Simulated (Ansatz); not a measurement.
BCl2F2HSi

The calculation's input:

```
crystal:
  periodic: [false, false, false]
  atoms:
    - symbol: B
      position_ang: [-1.120143, 0.339108, -0.756773]
    - symbol: Cl
      position_ang: [-1.885912, 0.816937, 0.747778]
    - symbol: Cl
      position_ang: [2.085471, 0.938270, -0.410414]
    - symbol: F
      position_ang: [-1.735961, 0.620344, -1.888940]
    - symbol: F
      position_ang: [0.756306, -1.598472, 0.509147]
    - symbol: Si
      position_ang: [0.693378, -0.559571, -0.738158]
    - symbol: H
      position_ang: [1.071281, -1.301017, -1.964409]
basis:
  gaussian: {orbitals: def2-SVPD}
hamiltonian: {xc: pbe0}
output: {forces: true, orbitals: {seedname: orbitals}}
```

Command:

```sh
ansatz run input.yaml --threads 1 --pin off --max-ram 2610MiB --events-out events.jsonl --progress --plain --runs-dir runs
```

Geometry: B3LYP-D3(BJ)/def2-SVP.

The calculation used isolated molecule in a Gaussian basis; Kohn-Sham density functional theory, functional PBE0 (Ansatz).

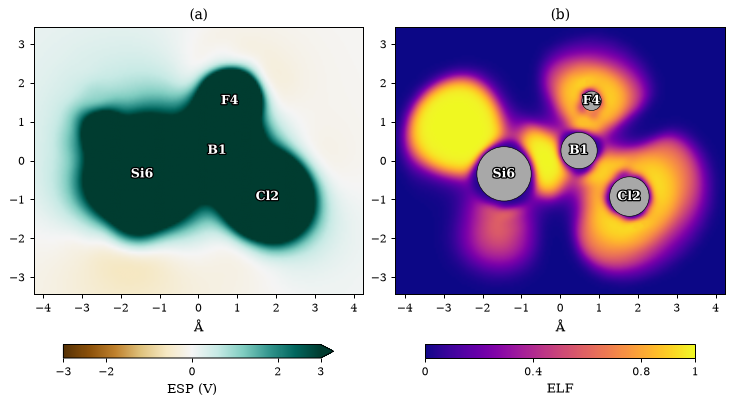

Figure 1. (a) molecular electrostatic potential; (b) electron localisation function on the plane of atoms Cl2, B1 and F4. Grey discs cover the atomic cores in the ELF map.

Interpret the plot.

- The section cuts through B, Cl, F and Si sites.
- B–F (1.32 Å): the ELF peaks at about 0.85 between the atoms, as expected for a shared but strongly polarised pair.
- B–Cl (1.75 Å): the ELF peaks at about 0.90 between the atoms: a polar covalent bond.
- Si–B (2.02 Å): the ELF peaks at about 1 between the atoms; a shared electron pair.
- The ELF also peaks beside Cl2 and F4, away from the bonds: lone-pair regions.
- Outside the dense part of the molecule the potential is most negative (−0.6 V) near F5, which lies off the plane.

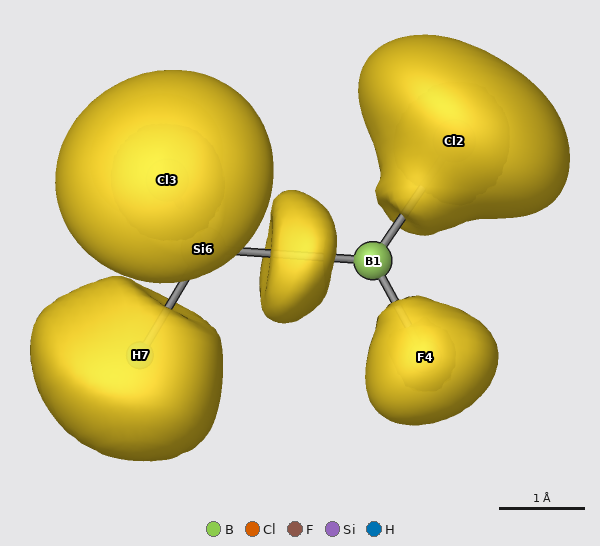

Figure 2. Isosurface of the ELF at 0.75 (yellow), seen across its widest extent. Core shells and regions of very low density are left out.

What do the ELF domains correspond to?

At this value the surface marks out one region between bonded B–Si atoms (shared pairs), one region around a hydrogen nucleus, two regions on Cl in which the atom's valence shell and bonds are merged, one region on F in which the atom's valence shell and bonds are merged and one region wrapped around F (its lone pairs, merged into a ring or cap). Along the contacts the grid gives the following. Si–F (1.62 Å): the ELF peaks at about 0.85 in the valence shell of F, 0.6 Å from its nucleus, and is about 0.45 at the midpoint.

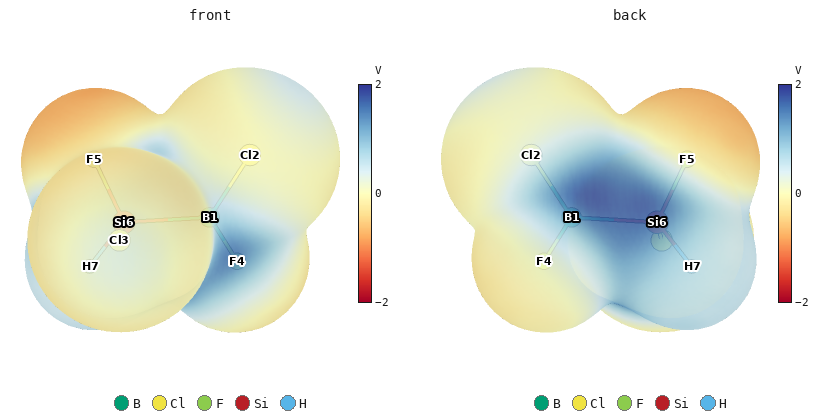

Figure 3. The electrostatic potential painted on the density surface at 0.001 e/bohr³, seen from the front and from behind; the colour scale runs from red (negative) to blue (positive).

Where is the surface potential most negative and most positive?

The most negative region (about −0.8 V) lies over F5, the most positive (about +1.8 V) over B1 and Si6. Cl2 shows a σ-hole: about +0.4 V at the tip opposite its bond, against about 0.0 V on its flanks.
